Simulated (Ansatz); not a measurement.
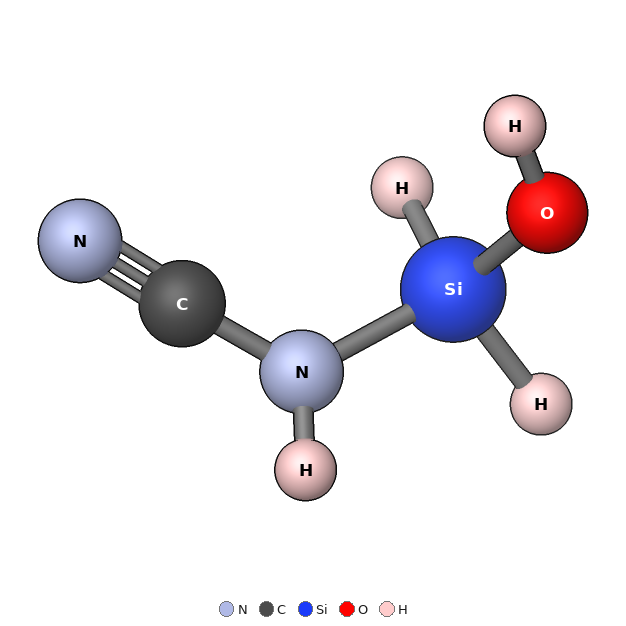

A ball-and-stick model of a molecule. Double and triple bonds are drawn as two and three sticks.

The computed structure is the end point of a PBE0-D4/def2-TZVP optimisation.

Describe the molecule.

Formula CH4N2OSi. As SMILES it reads `N#CN[SiH2]O`. It has no ring. Among its groups: nitrile, Si–H bond, Si–O bond, Si–N bond. This geometry has C1 symmetry. Coordination: 1 C linear; 1 N trigonal planar; 1 Si tetrahedral; 1 O bent.

More results for the same structure follow; atom numbers are the same in all pictures, views and colours differ.

Shape

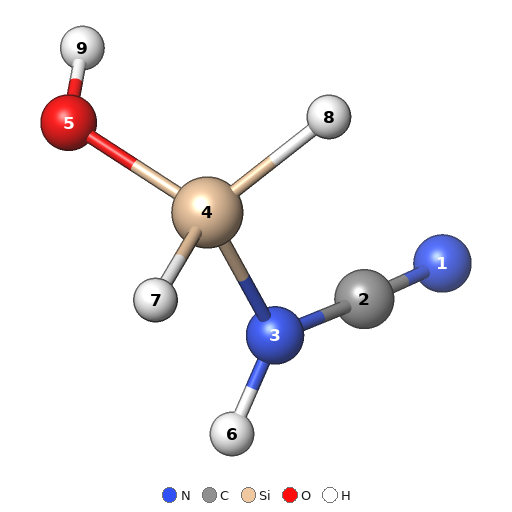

Atoms carry their numbers in the input.

Give the bond lengths.

```tsv
bond	length (Å)	order
N1–C2	1.156	triple
C2–N3	1.331	single
N3–Si4	1.752	single
N3–H6	1.010	single
Si4–O5	1.634	single
Si4–H7	1.474	single
Si4–H8	1.478	single
O5–H9	0.959	single
```

Vibrations

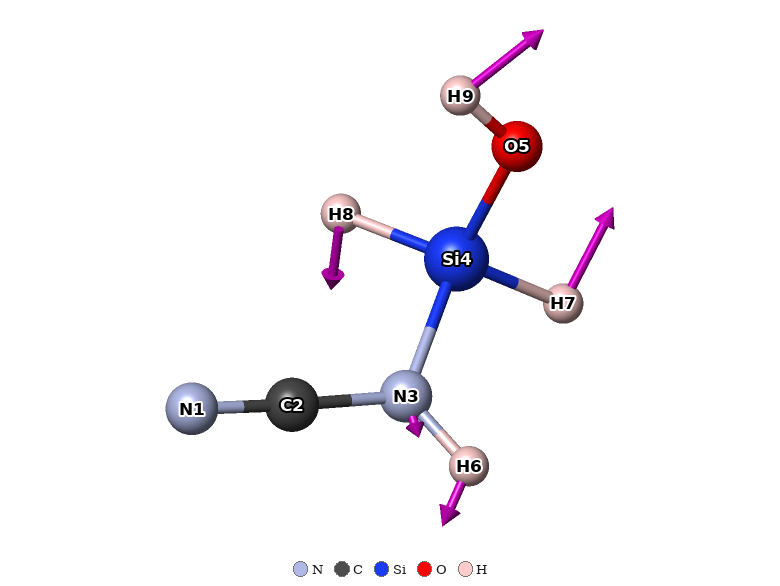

The arrows show one normal mode. Harmonic vibrations computed with RKS PBE0-D4/def2-TZVP (Ansatz 0.2.0) at a stationary point of the same level.

Describe the motion.

Mostly angle bending.

At what wavenumber does it lie?

734 cm⁻¹; it is mode 9 of 21 counted from the lowest.

Levels of theory compared

Program: Ansatz 0.2.0.

Compare HOMO–LUMO gap (eV), HOMO energy (eV), dipole (D) at these levels: B3LYP-D4/def2-TZVPP; PBE-D4/def2-TZVPP; r2SCAN-D4/def2-TZVPP; ωB97M-V/def2-TZVPP.

| level | HOMO–LUMO gap (eV) | HOMO energy (eV) | dipole (D) |
| --- | --- | --- | --- |
| B3LYP-D4/def2-TZVPP | 7.24 | −7.71 | 3.43 |
| PBE-D4/def2-TZVPP | 5.56 | −6.60 | 3.41 |
| r2SCAN-D4/def2-TZVPP | 6.29 | −6.88 | 3.50 |
| ωB97M-V/def2-TZVPP | 11.64 | −10.23 | 3.40 |

Charges

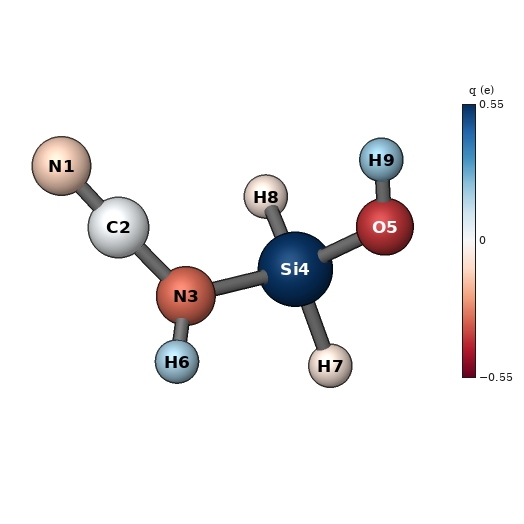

Atoms are coloured by their Mulliken charges. Method: RKS r2SCAN-D4/def2-TZVPP (Ansatz 0.2.0).

Give the Mulliken charges atom by atom.

```tsv
atom	value (e)
N1	−0.13
C2	0.03
N3	−0.31
Si4	0.54
O5	−0.39
H6	0.18
H7	−0.06
H8	−0.06
H9	0.21
```

Mulliken values depend strongly on the basis set and can even reverse the polarity of a bond.
